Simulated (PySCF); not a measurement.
# One shape, several levels: SiH4 (SMILES [H][Si]([H])([H])[H])

Wanted: a comparison of 4 runs (PBE0/STO-3G, CCSDTQ/STO-3G, QCISD(T)/STO-3G, CISD/STO-3G) of SiH4. The job is set up through a Python script.

Program for the calculation: PySCF 2.14.0.

13 further runs of the same task are left out: 1 that didn't finish, 12 set aside as unsound or not needed.

### Step 1. The system as given

The species is SiH4 (5 atoms), meant as a singlet with charge 0. As SMILES, `[H][Si]([H])([H])[H]`. The Si1–H3 distance was set to 4.090 Å, away from the relaxed value. At this shape a bond of the SMILES string is far longer than usual.

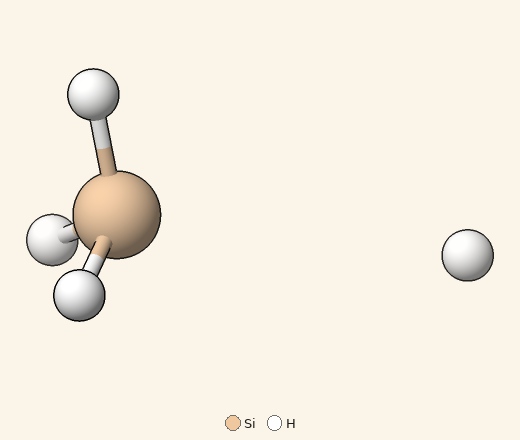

The structure, seen from a chosen angle (silicon light orange, hydrogen white).

### Step 2. The energy at PBE0/STO-3G (run 1)

The input, run.py:

```python
from pyscf import gto, dft

mol = gto.Mole()
mol.atom = [
    ('Si', (-2.472065, -0.020380, 0.896228)),
    ('H', (-2.460825, -0.039770, 2.357018)),
    ('H', (1.373450, 0.011260, -0.497760)),
    ('H', (-3.168705, 1.176360, 0.430418)),
    ('H', (-3.160355, -1.208830, 0.398648)),
]
mol.max_memory = 1860
mol.basis = 'sto-3g'
mol.charge = 0
mol.verbose = 3
mol.spin = 0
mol.build()

mf = dft.RKS(mol)
mf.xc = 'pbe0'
mf.grids.level = 5
mf.conv_tol = 1e-10
mf.kernel()
if not mf.converged:
    mf = mf.newton().run(mf.mo_coeff, mf.mo_occ)

e_tot = mf.e_tot
print(f'total energy: {e_tot:.8f} hartree')
```

Command:

```console
$ OMP_NUM_THREADS=1 python run.py
```

Standard output:

```text
SCF not converged.
SCF energy = -288.087632932974
converged SCF energy = -288.088113413284
total energy: -288.08811341 hartree
```

It took 7.2 s on 1 thread of Arm Neoverse V1, shared host; peak memory 0.21 GiB.

### Step 3. A single-point energy at CCSDTQ/STO-3G (run 2)

The input, run.py:

```python
from pyscf import gto, cc

molecule = gto.Mole()
molecule.atom = '''
Si  -2.472065  -0.020380   0.896228
H   -2.460825  -0.039770   2.357018
H    1.373450   0.011260  -0.497760
H   -3.168705   1.176360   0.430418
H   -3.160355  -1.208830   0.398648
'''
molecule.verbose = 4
molecule.max_memory = 1860
molecule.charge = 0
molecule.basis = 'sto-3g'
molecule.build()

mf = molecule.RHF()
mf.conv_tol = 1e-10
mf.kernel()
if not mf.converged:
    mf = mf.newton().run(mf.mo_coeff, mf.mo_occ)

mycc = cc.CCSDTQ(mf, frozen=5)
mycc.kernel()
etot = mycc.e_tot
print(f'total energy: {etot:.8f} hartree')
```

Command:

```console
$ OMP_NUM_THREADS=1 python run.py
```

Standard output:

```text
PySCF version 2.14.0

[... 65 lines left out ...]
converged SCF energy = -287.51422034223
[... 16 lines left out ...]
WARN: A large `blksize` is being used, which may cause large memory consumption
[... 10 lines left out ...]
Init t2, MP2 energy = -287.737498986379  E_corr(MP2) -0.223278644149
[... 17 lines left out ...]
RCCSDTQ converged
[... 3 lines left out ...]
total energy: -287.79518765 hartree
```

Wall time 2.1 s (1 thread of Arm Neoverse V1, shared host); peak memory 0.12 GiB.

### Step 4. A single-point energy at QCISD(T)/STO-3G (run 3)

The input, job.py:

```python
from pyscf import gto, cc

mol = gto.Mole()
mol.atom = '''
Si    -4.671526    -0.038513     1.693625
H     -4.650285    -0.075154     4.454118
H      2.595444     0.021278    -0.940630
H     -5.987985     2.222998     0.813372
H     -5.972205    -2.284358     0.753336
'''
mol.basis = 'sto-3g'
mol.verbose = 3
mol.spin = 0
mol.unit = 'bohr'
mol.max_memory = 1860
mol.build()

mf = mol.RHF()
mf.conv_tol = 1e-10
mf.kernel()
if not mf.converged:
    mf = mf.newton().run(mf.mo_coeff, mf.mo_occ)

mycc = cc.QCISD(mf, frozen=5)
mycc.kernel()
e_t = mycc.qcisd_t()
energy = mycc.e_tot + e_t
print('E(%s) = %.9f' % ('QCISD(T)', energy))
```

Command:

```console
$ OMP_NUM_THREADS=1 python job.py
```

Standard output:

```text
converged SCF energy = -287.514220358338
E(QCISD) = -287.7900976528075  E_corr = -0.2758772944696469
QCISD(T) correction = -0.00684195558766063
E(QCISD(T)) = -287.796939608
```

Wall time 0.86 s (1 thread of Arm Neoverse V1, shared host); peak memory 0.12 GiB.

### Step 5. A single-point energy at CISD/STO-3G (run 4)

The input, job.py:

```python
from pyscf import gto, ci

molecule = gto.M(
    atom='''
Si    -2.472065    -0.020380     0.896228
H     -2.460825    -0.039770     2.357018
H      1.373450     0.011260    -0.497760
H     -3.168705     1.176360     0.430418
H     -3.160355    -1.208830     0.398648
''',
    basis='sto-3g',
    max_memory=1860,
    verbose=3,
)

hf = molecule.RHF()
hf.conv_tol = 1e-10
hf.kernel()
if not hf.converged:
    hf = hf.newton().run(hf.mo_coeff, hf.mo_occ)

cisd = ci.CISD(hf, frozen=5)
cisd.kernel()
etot = cisd.e_tot
print('E(%s) = %.9f' % ('CISD', etot))
```

Command:

```console
$ OMP_NUM_THREADS=1 python job.py
```

Standard output:

```text
converged SCF energy = -287.51422034223
E(RCISD) = -287.7660925943229  E_corr = -0.2518722520932282
E(CISD) = -287.766092594
```

Run time: 0.78 s. Hardware: 1 thread of Arm Neoverse V1, shared host; peak memory 0.12 GiB.

### Step 6. All runs side by side

| run | level | integration grid | frozen core orbitals | energy (Eh) | dipole moment (D) of the reference | HOMO energy (eV) | LUMO energy (eV) | wall time |
| --- | --- | --- | --- | --- | --- | --- | --- | --- |
| 1 | PBE0/STO-3G | 5 | – | -288.088113 | 1.54 | -2.44 | -1.23 | 7.2 s |
| 2 | CCSDTQ/STO-3G | – | 5 | -287.795188 | 2.50 | -2.96 | 1.22 | 2.1 s |
| 3 | QCISD(T)/STO-3G | – | 5 | -287.796940 | 2.50 | -2.96 | 1.22 | 0.86 s |
| 4 | CISD/STO-3G | – | 5 | -287.766093 | 2.50 | -2.96 | 1.22 | 0.78 s |

### Step 7. Outcome

| quantity | value |
| --- | --- |
| run 4: total energy | -287.76609 Eh |
| run 4: dipole moment (Hartree–Fock density) | 2.50 D |
| run 4: HOMO energy (Hartree–Fock orbitals) | -2.96 eV |
| run 4: LUMO energy (Hartree–Fock orbitals) | 1.22 eV |
| run 4: HOMO–LUMO gap (Hartree–Fock orbitals) | 4.18 eV |
| run 4: correlation energy (5 core orbitals frozen) | -251.9 mEh |

What this shows: In run 3 the T1 diagnostic is large, so a single reference may not serve. In runs 1, 2, 3, 4 the basis is minimal, so the values are rough. In runs 1, 3, 4 a closed-shell determinant meets a far-stretched bond, which it describes badly. All runs together took 11 s, the longest 7.2 s.
